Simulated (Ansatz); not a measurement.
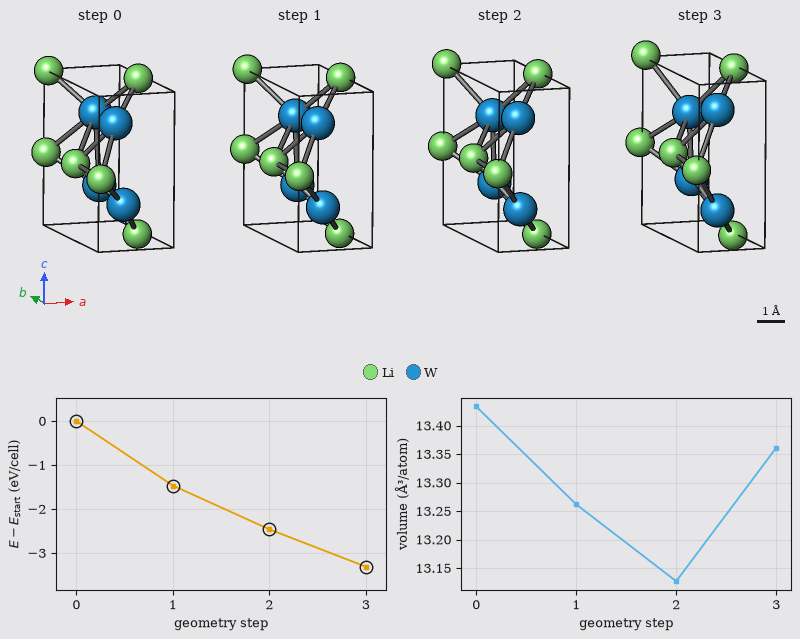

Frames of a relaxation of crystalline LiW (built on the caesium chloride_221 type) (coarse preliminary run), marked on the history of the run. A ball-and-stick model of the cell of the calculation, seen slightly off an axis.

Theory: Ansatz, DFT PBE, scalar-relativistic, plane waves, PAW. (plane-wave cutoff 420 eV; k-point mesh 8 × 4 × 4; occupations gaussian; smearing width 0.1 eV; no spin polarisation; cell and atoms relaxed; force threshold 0.015 eV/Å; at most 120 steps)

### What happens along the run?

The run was cut off at its time limit before the relaxation converged, so the last structure is only a point on the way. The largest move relative to the cell is that of a Li atom, 0.47 Å roughly along [3 2 −1]. By element the largest moves are Li 0.47 Å, W 0.39 Å. The volume changes by −0.5 %, with a 2.977 → 2.634 Å (−11.5 %), b 6.065 → 6.342 Å (+4.6 %), c 5.955 → 6.401 Å (+7.5 %), α 91.1° → 91.4°, β 90.0° → 90.1°, γ 91.5° → 90.9°. Some distances before and after: W–W 3.124 → 3.903 Å, W–W 3.197 → 3.880 Å, Li–Li 3.034 → 2.579 Å, W–W 3.008 → 3.456 Å. The space group stays P1 (No. 1). After 3 geometry steps the energy has fallen by 3.309 eV per cell of the calculation. Largest force component: 2.2 eV/Å at the start, 0.57 eV/Å at the end. Pressure: 2.44 GPa at the start and 9.03 GPa at the end. From step 0 to 1: a Li atom moves most (0.19 Å), volume −1.3 %, energy −1.465 eV per cell of the calculation. From step 1 to 2: a Li atom moves most (0.16 Å), volume −1.0 %, energy −0.996 eV per cell of the calculation. From step 2 to 3: Li and W atoms move most (0.15 Å), volume +1.8 %, energy −0.849 eV per cell of the calculation.

```
step  E − E(0), meV/atom  largest force component, eV/Å  pressure, GPa  volume, Å³/atom
   0                0.00                         2.1657           2.44           13.434
   1             -183.14                         1.1747           3.06           13.262
   2             -307.59                         0.7313           7.03           13.127
   3             -413.67                         0.5652           9.03           13.361
```
